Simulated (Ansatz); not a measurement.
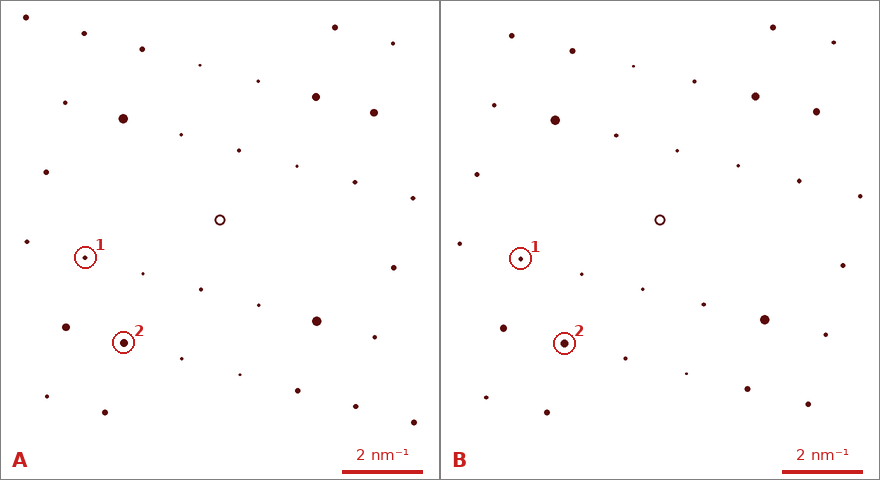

Kinematic electron diffraction patterns (300 kV, B = 0.5 Å², same scale) along [010] of the run's own cell, for the start and the end of one relaxation of Ca2B with DFT PBE, scalar-relativistic, plane waves, PAW in Ansatz. k mesh 6×6×6. The start is a generated model structure, and the relaxation ends in the nearest stationary point of its symmetry, not necessarily the ground state. Spot 1 is -1 0 -2 and spot 2 is -2 0 -1 in both.

Start structure:

```
CELL_PARAMETERS angstrom
6.37974 0.00000 0.00000
-3.18987 5.52501 0.00000
0.00000 0.00000 6.61899
ATOMIC_POSITIONS crystal
Ca 0.37376 0.29654 0.25908
Ca 0.70346 0.07722 0.92575
Ca 0.92278 0.62624 0.59241
Ca 0.29654 0.37376 0.74092
Ca 0.07722 0.70346 0.07425
Ca 0.62624 0.92278 0.40759
B 0.35177 0.00000 0.66667
B 0.00000 0.35177 0.33333
B 0.64823 0.64823 0.00000
```

Which pattern belongs to the start structure, and which to the relaxed one?

Answer. A is the start: its cell gives d(1) = 2.839 Å, d(2) = 2.549 Å and an angle of 36.4°. B is the relaxed structure, with d(1) = 2.752 Å (-3.1 %), d(2) = 2.550 Å (+0.0 %) and 36.6°.

Summarise the relaxation behind the change.

Answer. The volume changed by -2.7 % to 25.21 Å³ an atom; with the mean shift removed, the atoms moved by up to 0.10 Å relative to the cell (B most); the space group stayed P3_221 (No. 154); the free energy fell by 2 meV an atom. Relaxed cell: a = 6.435 Å, b = 6.435 Å, c = 6.329 Å, α = 90.00°, β = 90.00°, γ = 120.00°.
